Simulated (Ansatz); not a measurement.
# C2H3AlClF: what the fields show

```yaml
atoms:
  - { symbol: C, position_ang: [-0.2724, 0.4722, 1.3321] }
  - { symbol: C, position_ang: [0.5582, -0.0546, 0.4099] }
  - { symbol: F, position_ang: [1.8434, -0.3477, 0.7669] }
  - { symbol: Al, position_ang: [0.0752, -0.4503, -1.4545] }
  - { symbol: Cl, position_ang: [-1.9207, 0.0128, -1.9974] }
  - { symbol: H, position_ang: [0.0598, 0.6708, 2.3653] }
  - { symbol: H, position_ang: [-1.3095, 0.7126, 1.0542] }
  - { symbol: H, position_ang: [1.0583, -1.0728, -2.5324] }
```

Level of theory: UKS PBE-D4/def2-SVP (Ansatz).

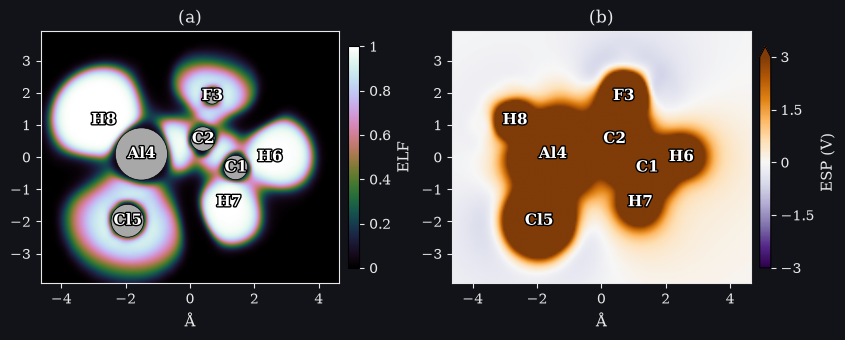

Figure 1. (a) ELF; (b) electrostatic potential on the molecular plane. Grey discs cover the atomic cores in the ELF map.

Question: Interpret the plot.

Answer: Atoms in the plane: C, F, Al, Cl and H. C–C (1.35 Å): the ELF peaks at about 0.95 between the atoms, as expected for a covalent bond. C–F (1.37 Å): the ELF peaks at about 0.85 between the atoms: a shared but strongly polarised pair. C–Al (1.97 Å): the ELF peaks at about 1 in the valence shell of C, 0.7 Å from its nucleus, and is about 0.90 at the midpoint. Al–Cl (2.12 Å): the ELF peaks at about 0.90 in the valence shell of Cl, 0.8 Å from its nucleus, and is about 0.80 at the midpoint. C–H (1.10 Å): the ELF climbs to about 1 towards the hydrogen, as it does in any bond to H; an ordinary covalent bond to hydrogen. The ELF also peaks beside Cl5 and F3, away from the bonds: lone-pair regions. Outside the dense part of the molecule the potential is most negative (−0.7 V) near F3.

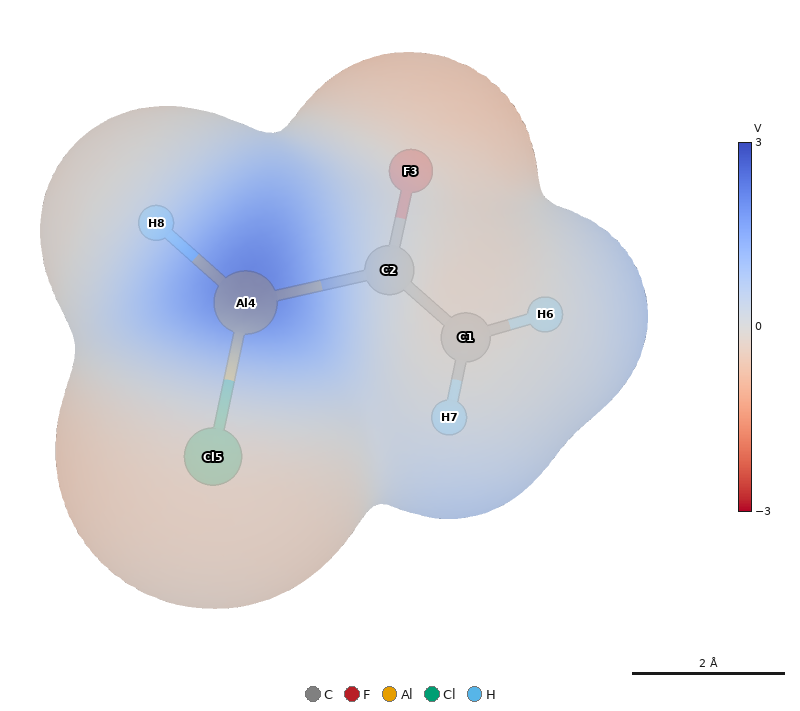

Figure 2. The electrostatic potential painted on the density surface at 0.001 e/bohr³, seen at a tilt; the colour scale runs from red (negative) to blue (positive).

Question: Describe the electrostatic potential map.

Answer: The most negative region (about −0.6 V) lies over F3, the most positive (about +2.2 V) over Al4.

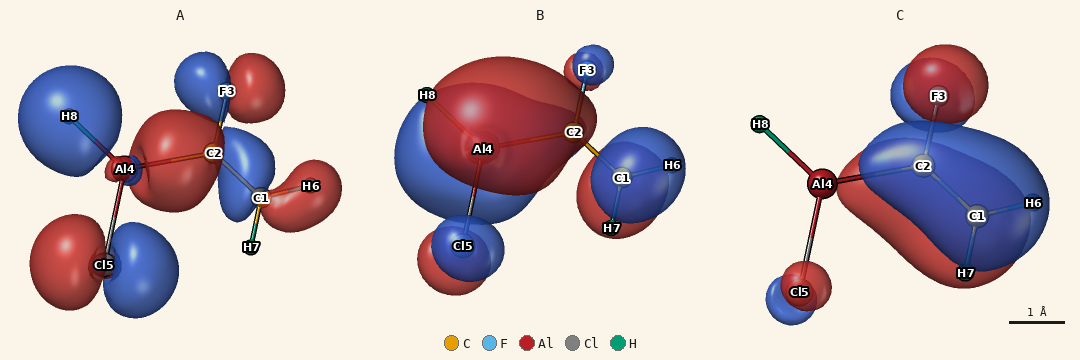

Figure 3. Three frontier orbitals at ±0.08 Å⁻³ᐟ² (red and blue are the two phases), in no order.

Question: Which picture is the HOMO−1, the HOMO and the LUMO?

Answer: A is the HOMO−1 (−7.08 eV). By Hirshfeld shares it lies mainly on C2 (about 25 %), Cl5 (about 20 %), F3 (about 20 %), Al4 (about 15 %), H8 (about 15 %) and C1 (about 5 %); it is symmetric in the molecular plane (an in-plane orbital: σ, lone-pair or in-plane π type). C is the HOMO (−6.53 eV). It lies mainly on C1 (about 40 %), C2 (about 30 %) and F3 (about 20 %); it changes sign across the molecular plane (π type); π-bonding across C1–C2; π-antibonding (a node) across C2–F3. B is the LUMO (−2.57 eV). Its weight (Hirshfeld) is mainly on Al4 (about 55 %), C1 (about 20 %), C2 (about 10 %) and Cl5 (about 10 %); it changes sign across the molecular plane (π type); π-antibonding (a node) across C1–C2.

Question: What is the HOMO–LUMO gap?

Answer: 3.96 eV between the orbital energies.
